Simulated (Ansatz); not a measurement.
## Breaking a bond in BH3 (borane)

The species is BH3 (4 atoms), meant as a singlet with charge 0. As SMILES, `B`. The shape is that of a PBE0-D4/def2-TZVP optimisation.

```xyz
4

B     0.0139   -0.0151   -0.0051
H     0.9822    0.3817    0.5688
H    -0.2762   -1.1718    0.0430
H    -0.6644    0.7449   -0.6269
```

The B1–H2 distance is scanned; the parts on either side stay rigid. Basis 3-21G, 1 core orbital frozen in the correlated methods; program Ansatz 0.2.0. FCI is exact within this basis and core. Energies in eV from each method's value at 1.193 Å; methods without a U are spin-restricted. The shape above is that at 1.193 Å.

| distance (Å) | HF | SVWN5 | wB97M-V | RPA@PBE | FCI |
| --- | --- | --- | --- | --- | --- |
| 1.193 | 0.00 | 0.00 | 0.00 | 0.00 | 0.00 |
| 1.492 | 0.75 | 0.60 | 0.69 | 0.58 | 0.61 |
| 1.790 | 2.01 | 1.70 | 1.88 | 1.61 | 1.65 |
| 2.387 | 4.45 | 3.72 | 4.11 | 3.39 | 3.33 |
| 2.984 | 6.34 | 5.05 | 5.72 | 4.44 | 4.07 |

Departure from the FCI curve at its largest: HF +2.27 eV at 2.98 Å; SVWN5 +0.98 eV at 2.98 Å; wB97M-V +1.65 eV at 2.98 Å; RPA@PBE +0.37 eV at 2.98 Å. Restricted functionals keep the electrons paired too, and rise too high. Restricted Hartree–Fock keeps the electrons paired, so it rises far too high as the bond breaks.

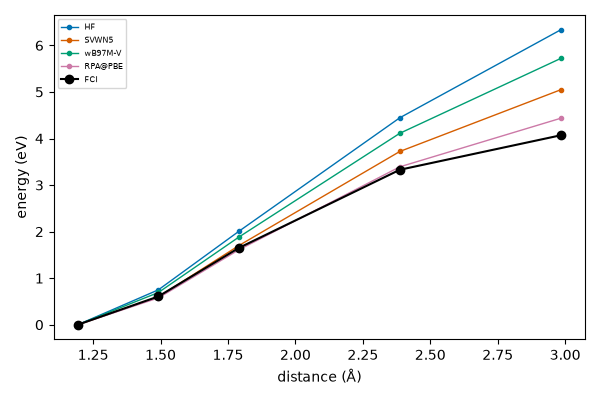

The curves of the table.
